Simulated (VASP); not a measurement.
Band structure of MnO2 (rutile). Computed with PBE GGA + U (Dudarev), VASP's PBE PAW potentials (set 64) (plane waves; VASP 6.6.1).

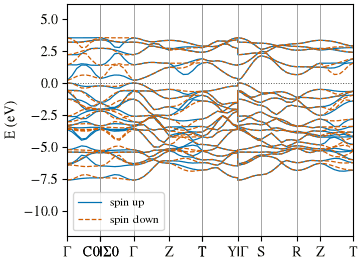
Figure. Bands along high-symmetry lines, zero at the valence-band maximum or, without a gap, the Fermi level

Problem. Read the plot: is there a gap, and where are the band edges?

Solution. The gap is direct, 0.20 eV, from the valence maximum at Γ to the conduction minimum at Γ. (Edges off the drawn lines would not show.)

The compound is MnO2 in the rutile structure. It was relaxed first.
